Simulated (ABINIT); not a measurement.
# Diamond (Fd-3m, 2 atoms a cell): G0W0 in ABINIT against the wavefunction cutoff in GW

How does the gap of Diamond (Fd-3m, 2 atoms a cell) converge in the wavefunction cutoff in GW?

Method: PBE and many-body steps on it, plane waves, in ABINIT 10.8.3.

### Step 1. The starting structure

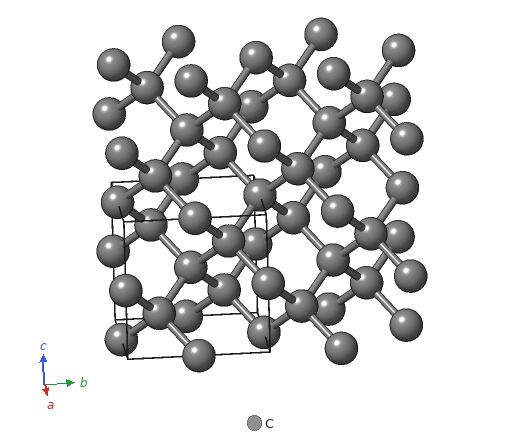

The cell as given, slightly off an axis (carbon grey). 1×2×2 cells are drawn. This picture shows the conventional cell, with its axes. Some periodic images of atoms are drawn too.

The cell and positions come from the Crystallography Open Database and are kept as given unless a step says otherwise.

### Step 2. Screening, 8×8×8 mesh, 56 bands, screening to 261.2 eV

This step: ABINIT 10.8.3; RPA screening on PBE, plane waves, norm-conserving pseudopotentials.

The RPA dielectric matrix is built and inverted for each q.

The input, run.abi:

```
acell 3*1.0 Angstrom
rprim 
  -0.000000000000 1.783370000000 1.783370000000
  1.783370000000 -0.000000000000 1.783370000000
  1.783370000000 1.783370000000 0.000000000000
ntypat 1
znucl 6
natom 2
typat 1 1
xred 
  -0.000000000000 0.000000000000 0.000000000000
  0.250000000000 0.250000000000 0.250000000000
pp_dirpath "pseudos"
pseudos "C.upf"
ecut 37
ngkpt 8 8 8
nshiftk 1
shiftk 0 0 0
kptopt 1
chksymbreak 0
istwfk *1
occopt 1
irdwfk 1
optdriver 3
nband 56
ecuteps 9.6
inclvkb 2
awtr 1
symchi 1
ecutwfn 11.1
indata_prefix "in"
outdata_prefix "out"
tmpdata_prefix "tmp"
```

Command:

```sh
OMP_NUM_THREADS=1 mpirun -n 8 abinit run.abi > log
```

Output:

```text
.Version 10.8.3 of ABINIT. v10.8.2 released Aug 2026.

 Symmetries : space group Fd -3 m (#227); Bravais cF (face-center cubic)
[... echo of the input left out ...]
== DATASET  1 ==================================================================
-   mpi_nproc: 8, omp_nthreads: 1 (-1 if OMP is not activated)

--- !DatasetInfo
iteration_state: {dtset: 1, }
dimensions: {natom: 2, nkpt: 29, mband: 56, nsppol: 1, nspinor: 1, nspden: 1, mpw: 144, }
cutoff_energies: {ecut:  11.1, pawecutdg:  -1.0, }
electrons: {nelect:   8.00000000E+00, charge:   0.00000000E+00, occopt:   1.00000000E+00, tsmear:   1.00000000E-02, }

 SCREENING: Calculation of the susceptibility and dielectric matrices

 Based on a program developped by R.W. Godby, V. Olevano, G. Onida, and L. Reining.
 Incorporated in ABINIT by V. Olevano, G.-M. Rignanese, and M. Torrent.
.Using double precision arithmetic ; gwpc =  8

[... cell and pseudopotentials left out ...]
--------------------------------------------------------------------------------

 ==== K-mesh for the wavefunctions ====
 Number of points in the irreducible wedge :    29
[... list of points left out ...]
 Together with 48 symmetry operations and time-reversal symmetry
 yields   512 points in the full Brillouin Zone.

 ==== Q-mesh for the screening function ====
 Number of points in the irreducible wedge :    29
[... list of points left out ...]
 Together with 48 symmetry operations and time-reversal symmetry
 yields   512 points in the full Brillouin Zone.

 setmesh: FFT mesh size selected  =    20x   20x   20
          total number of points  =         8000

 vcoul_init : cutoff-mode = AUXILIARY_FUNCTION
 q-points for optical limit:   1
     1)      0.000010    0.000020    0.000030

- screening: taking advantage of time-reversal symmetry
- Maximum band index for partially occupied states nbvw = 4
- Remaining bands to be divided among processors   nbcw = 52
- Number of bands treated by each node ~6

 Number of electrons calculated from density =    7.9760; Expected =    8.0000
 average of density, n =  0.104192
 r_s =    1.3183
 omega_plasma =   31.1367 [eV]

 calculating chi0 at frequencies [eV] :
  1    0.000000E+00    0.000000E+00
  2    0.000000E+00    3.113673E+01

--------------------------------------------------------------------------------
  q-point number  1        q = ( 0.000000, 0.000000, 0.000000) [r.l.u.]
--------------------------------------------------------------------------------
[... chi0 elements left out ...]
 For q-point:  0.000010 0.000020 0.000030
  dielectric constant =   5.5825
  dielectric constant without local fields =   6.0383

  Average fulfillment of the sum rule on Im[epsilon] for q-point    1 :     84.46  [%]
[... wings left out ...]
  q-point number  2        q = ( 0.125000, 0.000000, 0.000000) [r.l.u.]
--------------------------------------------------------------------------------
[... chi0 elements left out ...]
  Average fulfillment of the sum rule on Im[epsilon] for q-point    2 :     99.43  [%]

 [... 27 further q-points ...]
```

Wall time 21 s (8 MPI ranks of Arm Neoverse V1, shared host); peak memory 0.94 GiB.

This step gave:

```
ε∞ with local fields, on this mesh, along the program's q direction : 5.582
the same without local fields                                       : 6.038
plasma frequency                                                    : 31.14 eV
plane waves in the screening matrix                                 : 113
```

Local fields lower ε∞ by 8 %.

### Step 3. 11.1 Ha

This step: G0W0 on PBE, plane waves, norm-conserving pseudopotentials.

run.abi: that of step 2 with these lines changed.

```diff
@@ -23,8 +23,17 @@
 irdwfk 1
-optdriver 3
+optdriver 4
 nband 56
+gwcalctyp 0
+ecutsigx 11.1
+symsigma 1
+nkptgw 2
+kptgw 
+  0.0000000000 0.0000000000 0.0000000000
+  0.3750000000 0.3750000000 0.0000000000
+bdgw 
+  2 7
+  3 6
 ecuteps 9.6
-inclvkb 2
-awtr 1
-symchi 1
+irdscr 1
+ppmodel 1
 ecutwfn 11.1
```

Output:

```text
.Version 10.8.3 of ABINIT. v10.8.2 released Aug 2026.

 Symmetries : space group Fd -3 m (#227); Bravais cF (face-center cubic)
[... echo of the input left out ...]
== DATASET  1 ==================================================================
-   mpi_nproc: 8, omp_nthreads: 1 (-1 if OMP is not activated)

--- !DatasetInfo
iteration_state: {dtset: 1, }
dimensions: {natom: 2, nkpt: 29, mband: 56, nsppol: 1, nspinor: 1, nspden: 1, mpw: 144, }
cutoff_energies: {ecut:  11.1, pawecutdg:  -1.0, }
electrons: {nelect:   8.00000000E+00, charge:   0.00000000E+00, occopt:   1.00000000E+00, tsmear:   1.00000000E-02, }

 SIGMA: Calculation of the GW corrections

 Based on a program developped by R.W. Godby, V. Olevano, G. Onida, and L. Reining.
 Incorporated in ABINIT by V. Olevano, G.-M. Rignanese, and M. Torrent.
.Using double precision arithmetic ; gwpc =  8

[... cell and pseudopotentials left out ...]
--------------------------------------------------------------------------------

 ==== K-mesh for the wavefunctions ====
 Number of points in the irreducible wedge :    29
[... list of points left out ...]
 Together with 48 symmetry operations and time-reversal symmetry
 yields   512 points in the full Brillouin Zone.

 ==== Q-mesh for screening function ====
 Number of points in the irreducible wedge :    29
[... list of points left out ...]
 Together with 48 symmetry operations and time-reversal symmetry
 yields   512 points in the full Brillouin Zone.

 vcoul_init : cutoff-mode = AUXILIARY_FUNCTION
 q-points for optical limit:   1
     1)      0.000010    0.000020    0.000030
 setmesh: FFT mesh size selected  =    20x   20x   20
          total number of points  =         8000

 Number of electrons calculated from density =    7.9760; Expected =    8.0000
 average of density, n =  0.104192
 r_s =    1.3183
 omega_plasma =   31.1367 [eV]

 === KS Band Gaps ===
  >>>> For spin  1
   Minimum direct gap =   5.6255 [eV], located at k-point      :   0.0000  0.0000  0.0000
   Fundamental gap    =   4.1901 [eV], Top of valence bands at :   0.0000  0.0000  0.0000
                                       Bottom of conduction at :   0.3750  0.3750  0.0000
 SIGMA fundamental parameters:
 PLASMON POLE MODEL  1
 number of plane-waves for SigmaX                  137
 number of plane-waves for SigmaC and W            113
 number of plane-waves for wavefunctions           137
 number of bands                                    56
 number of independent spin polarizations            1
 number of spinorial components                      1
 number of k-points in IBZ                          29
 number of q-points in IBZ                          29
 number of symmetry operations                      48
 number of k-points in BZ                          512
 number of q-points in BZ                          512
 number of frequencies for dSigma/dE                 9
 frequency step for dSigma/dE [eV]                0.25
 number of omega for Sigma on real axis              0
 max omega for Sigma on real axis  [eV]           0.00
 zcut for avoiding poles [eV]                     0.10

 EPSILON^-1 parameters (SCR file):
 dimension of the eps^-1 matrix on file            113
 dimension of the eps^-1 matrix used               113
 number of plane-waves for wavefunctions           137
 number of bands                                    56
 number of q-points in IBZ                          29
 number of frequencies                               2
 number of real frequencies                          1
 number of imag frequencies                          1

 matrix elements of self-energy operator (all in [eV])

 Perturbative Calculation

--- !SelfEnergy_ee
iteration_state: {dtset: 1, }
kpoint     : [   0.000,    0.000,    0.000, ]
spin       : 1
KS_gap     :    5.626
QP_gap     :    7.410
Delta_QP_KS:    1.784
data: !SigmaeeData |
     Band     E0 <VxcDFT>   SigX SigC(E0)      Z dSigC/dE  Sig(E)    E-E0       E
        2  10.293 -16.879 -19.104   1.628   0.834  -0.199 -17.377  -0.498   9.795
        3  10.293 -16.879 -19.104   1.628   0.834  -0.199 -17.377  -0.498   9.795
        4  10.293 -16.879 -19.104   1.628   0.834  -0.199 -17.377  -0.498   9.795
        5  15.918 -15.560  -9.429  -4.591   0.835  -0.197 -14.274   1.286  17.204
        6  15.918 -15.560  -9.429  -4.591   0.835  -0.197 -14.274   1.286  17.204
        7  15.918 -15.560  -9.429  -4.591   0.835  -0.197 -14.274   1.286  17.204

--- !SelfEnergy_ee
iteration_state: {dtset: 1, }
kpoint     : [   0.375,    0.375,    0.000, ]
spin       : 1
KS_gap     :    9.944
QP_gap     :   11.555
Delta_QP_KS:    1.611
data: !SigmaeeData |
     Band     E0 <VxcDFT>   SigX SigC(E0)      Z dSigC/dE  Sig(E)    E-E0       E
        3   4.539 -15.909 -20.320   3.271   0.818  -0.223 -16.841  -0.932   3.607
        4   4.539 -15.909 -20.320   3.271   0.818  -0.223 -16.841  -0.932   3.607
        5  14.483 -14.023  -8.610  -4.607   0.843  -0.186 -13.344   0.679  15.162
        6  17.096 -13.173  -7.258  -5.168   0.844  -0.185 -12.542   0.630  17.727

== END DATASET(S) ==============================================================
================================================================================

 -outvars: echo values of variables after computation  --------
           etotal      0.0000000000E+00
            nband          56
             nkpt          29
          spgroup         227
 [... the other variables as echoed above ...]

 Calculation completed.
```

Elapsed: 4.1 s, on 8 MPI ranks; peak memory 1.1 GiB.

This step gave:

| Item | Value |
| --- | --- |
| G0W0 gap on the points computed | 5.367 eV |
| starting gap on the mesh | 4.190 eV |
| k of the valence top | 0, 0, 0 |
| k of the conduction bottom | 0.375, 0.375, 0 |
| Z at the valence top | 0.834 |
| Z at the conduction bottom | 0.843 |
| least direct G0W0 gap on the computed points | 7.409 eV |

### Step 4. Screening, 8×8×8 mesh, 56 bands, screening to 261.2 eV

This step: RPA screening on PBE, plane waves, norm-conserving pseudopotentials.

run.abi: that of step 3 with these lines changed.

```diff
@@ -23,18 +23,9 @@
 irdwfk 1
-optdriver 4
+optdriver 3
 nband 56
-gwcalctyp 0
-ecutsigx 11.1
-symsigma 1
-nkptgw 2
-kptgw 
-  0.0000000000 0.0000000000 0.0000000000
-  0.3750000000 0.3750000000 0.0000000000
-bdgw 
-  2 7
-  3 6
 ecuteps 9.6
-irdscr 1
-ppmodel 1
-ecutwfn 11.1
+inclvkb 2
+awtr 1
+symchi 1
+ecutwfn 18.5
 indata_prefix "in"
```

Output:

```text
.Version 10.8.3 of ABINIT. v10.8.2 released Aug 2026.

 Symmetries : space group Fd -3 m (#227); Bravais cF (face-center cubic)
[... echo of the input left out ...]
== DATASET  1 ==================================================================
-   mpi_nproc: 8, omp_nthreads: 1 (-1 if OMP is not activated)

--- !DatasetInfo
iteration_state: {dtset: 1, }
dimensions: {natom: 2, nkpt: 29, mband: 56, nsppol: 1, nspinor: 1, nspden: 1, mpw: 303, }
cutoff_energies: {ecut:  18.5, pawecutdg:  -1.0, }
electrons: {nelect:   8.00000000E+00, charge:   0.00000000E+00, occopt:   1.00000000E+00, tsmear:   1.00000000E-02, }

 SCREENING: Calculation of the susceptibility and dielectric matrices

 Based on a program developped by R.W. Godby, V. Olevano, G. Onida, and L. Reining.
 Incorporated in ABINIT by V. Olevano, G.-M. Rignanese, and M. Torrent.
.Using double precision arithmetic ; gwpc =  8

[... cell and pseudopotentials left out ...]
--------------------------------------------------------------------------------

 ==== K-mesh for the wavefunctions ====
 Number of points in the irreducible wedge :    29
[... list of points left out ...]
 Together with 48 symmetry operations and time-reversal symmetry
 yields   512 points in the full Brillouin Zone.

 ==== Q-mesh for the screening function ====
 Number of points in the irreducible wedge :    29
[... list of points left out ...]
 Together with 48 symmetry operations and time-reversal symmetry
 yields   512 points in the full Brillouin Zone.

 setmesh: FFT mesh size selected  =    20x   20x   20
          total number of points  =         8000

 vcoul_init : cutoff-mode = AUXILIARY_FUNCTION
 q-points for optical limit:   1
     1)      0.000010    0.000020    0.000030

- screening: taking advantage of time-reversal symmetry
- Maximum band index for partially occupied states nbvw = 4
- Remaining bands to be divided among processors   nbcw = 52
- Number of bands treated by each node ~6

 Number of electrons calculated from density =    7.9967; Expected =    8.0000
 average of density, n =  0.104462
 r_s =    1.3172
 omega_plasma =   31.1770 [eV]

 calculating chi0 at frequencies [eV] :
  1    0.000000E+00    0.000000E+00
  2    0.000000E+00    3.117705E+01

--------------------------------------------------------------------------------
  q-point number  1        q = ( 0.000000, 0.000000, 0.000000) [r.l.u.]
--------------------------------------------------------------------------------
[... chi0 elements left out ...]
 For q-point:  0.000010 0.000020 0.000030
  dielectric constant =   5.5158
  dielectric constant without local fields =   5.9565

  Average fulfillment of the sum rule on Im[epsilon] for q-point    1 :     85.27  [%]
[... wings left out ...]
  q-point number  2        q = ( 0.125000, 0.000000, 0.000000) [r.l.u.]
--------------------------------------------------------------------------------
[... chi0 elements left out ...]
  Average fulfillment of the sum rule on Im[epsilon] for q-point    2 :     97.23  [%]

 [... 27 further q-points ...]
```

Wall time 21 s (8 MPI ranks); peak memory 0.95 GiB; 2.8 min of CPU time.

Numbers from this step:

| Quantity | Value |
| --- | --- |
| ε∞ with local fields, on this mesh, along the program's q direction | 5.516 |
| the same without local fields | 5.957 |
| plasma frequency | 31.18 eV |
| plane waves in the screening matrix | 113 |

### Step 5. 18.5 Ha

The self-energy is evaluated for the states that the input lists, and the levels follow from it, in one-shot runs by the linearised quasiparticle equation.

This step: G0W0 on PBE, plane waves, norm-conserving pseudopotentials.

run.abi: that of step 4 with these lines changed.

```diff
@@ -23,8 +23,17 @@
 irdwfk 1
-optdriver 3
+optdriver 4
 nband 56
+gwcalctyp 0
+ecutsigx 18.5
+symsigma 1
+nkptgw 2
+kptgw 
+  0.0000000000 0.0000000000 0.0000000000
+  0.3750000000 0.3750000000 0.0000000000
+bdgw 
+  2 7
+  3 6
 ecuteps 9.6
-inclvkb 2
-awtr 1
-symchi 1
+irdscr 1
+ppmodel 1
 ecutwfn 18.5
```

Output:

```text
.Version 10.8.3 of ABINIT. v10.8.2 released Aug 2026.

 Symmetries : space group Fd -3 m (#227); Bravais cF (face-center cubic)
[... echo of the input left out ...]
== DATASET  1 ==================================================================
-   mpi_nproc: 8, omp_nthreads: 1 (-1 if OMP is not activated)

--- !DatasetInfo
iteration_state: {dtset: 1, }
dimensions: {natom: 2, nkpt: 29, mband: 56, nsppol: 1, nspinor: 1, nspden: 1, mpw: 303, }
cutoff_energies: {ecut:  18.5, pawecutdg:  -1.0, }
electrons: {nelect:   8.00000000E+00, charge:   0.00000000E+00, occopt:   1.00000000E+00, tsmear:   1.00000000E-02, }

 SIGMA: Calculation of the GW corrections

 Based on a program developped by R.W. Godby, V. Olevano, G. Onida, and L. Reining.
 Incorporated in ABINIT by V. Olevano, G.-M. Rignanese, and M. Torrent.
.Using double precision arithmetic ; gwpc =  8

[... cell and pseudopotentials left out ...]
--------------------------------------------------------------------------------

 ==== K-mesh for the wavefunctions ====
 Number of points in the irreducible wedge :    29
[... list of points left out ...]
 Together with 48 symmetry operations and time-reversal symmetry
 yields   512 points in the full Brillouin Zone.

 ==== Q-mesh for screening function ====
 Number of points in the irreducible wedge :    29
[... list of points left out ...]
 Together with 48 symmetry operations and time-reversal symmetry
 yields   512 points in the full Brillouin Zone.

 vcoul_init : cutoff-mode = AUXILIARY_FUNCTION
 q-points for optical limit:   1
     1)      0.000010    0.000020    0.000030
 setmesh: FFT mesh size selected  =    20x   20x   20
          total number of points  =         8000

 Number of electrons calculated from density =    7.9967; Expected =    8.0000
[...]
number of omega for Sigma on real axis              0
 max omega for Sigma on real axis  [eV]           0.00
 zcut for avoiding poles [eV]                     0.10

 EPSILON^-1 parameters (SCR file):
 dimension of the eps^-1 matrix on file            113
 dimension of the eps^-1 matrix used               113
 number of plane-waves for wavefunctions           283
 number of bands                                    56
 number of q-points in IBZ                          29
 number of frequencies                               2
 number of real frequencies                          1
 number of imag frequencies                          1

 matrix elements of self-energy operator (all in [eV])

 Perturbative Calculation

--- !SelfEnergy_ee
iteration_state: {dtset: 1, }
kpoint     : [   0.000,    0.000,    0.000, ]
spin       : 1
KS_gap     :    5.626
QP_gap     :    7.407
Delta_QP_KS:    1.781
data: !SigmaeeData |
     Band     E0 <VxcDFT>   SigX SigC(E0)      Z dSigC/dE  Sig(E)    E-E0       E
        2  10.293 -16.971 -19.268   1.561   0.832  -0.202 -17.584  -0.613   9.680
        3  10.293 -16.971 -19.268   1.561   0.832  -0.202 -17.584  -0.613   9.680
        4  10.293 -16.971 -19.268   1.561   0.832  -0.202 -17.584  -0.613   9.680
[...]
--- !SelfEnergy_ee
iteration_state: {dtset: 1, }
kpoint     : [   0.375,    0.375,    0.000, ]
spin       : 1
KS_gap     :    9.944
QP_gap     :   11.588
Delta_QP_KS:    1.644
data: !SigmaeeData |
     Band     E0 <VxcDFT>   SigX SigC(E0)      Z dSigC/dE  Sig(E)    E-E0       E
[...]
5  14.483 -14.088  -8.666  -4.668   0.842  -0.188 -13.453   0.635  15.118
        6  17.096 -13.229  -7.300  -5.211   0.843  -0.186 -12.624   0.606  17.702

== END DATASET(S) ==============================================================
================================================================================

 -outvars: echo values of variables after computation  --------
           etotal      0.0000000000E+00
            nband          56
             nkpt          29
          spgroup         227
 [... the other variables as echoed above ...]

 Calculation completed.
```

Elapsed: 4.1 s, on 8 MPI ranks; peak memory 1.1 GiB; 32 s of CPU time.

Numbers from this step:

* G0W0 gap on the points computed: 5.438 eV
* starting gap on the mesh: 4.190 eV
* k of the valence top: 0, 0, 0
* k of the conduction bottom: 0.375, 0.375, 0
* Z at the valence top: 0.832
* Z at the conduction bottom: 0.842
* least direct G0W0 gap on the computed points: 7.407 eV

The gap on the mesh goes from 4.19 eV to 5.44 eV, a correction of +1.25 eV.

(Continued in part 2 of 2.)

[Paths, hosts, dates, memory and timing lines, banners, echoed tables and standing remarks are left out of the program output.]

[Logs are printed without paths, hosts, clocks, repeated set-up lines and the standing remarks that a program may print on its own settings, such as how far it seeks lower states.]

[Runs of the session that timed out or met a known fault of the program may be left out.]

[Hosts, paths, dates, database ids (printed as entryN), source tags and the programs' standing remarks are cut or masked in the printed files.]

[G0W0 gaps are taken among the corrected bands and points alone; a level outside them can change the order at an edge.]

[Where Ansatz stands beside ABINIT at settings called matched, ABINIT's density can come from a denser mesh and the files from another edition; pairs whose starting gaps differed by over 0.03 eV were left out, so agreement reads better than it is.]
